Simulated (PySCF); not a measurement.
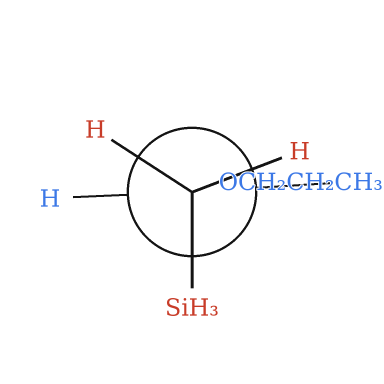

A Newman projection along the C–B bond, carbon in front; angles are drawn as computed, but eclipsed bonds slightly apart. Geometry: a frame of a GFN2-xTB molecular-dynamics simulation, not a minimum.

Question: Which molecule is it?

Answer: C4H13BOSi, CCCOBC[SiH3]

Question: What is the torsion angle from the front SiH3 to the back OCH2CH2CH3? The sign is positive where the front bond must turn clockwise to cover the back bond.

Answer: −96°, about perpendicular.
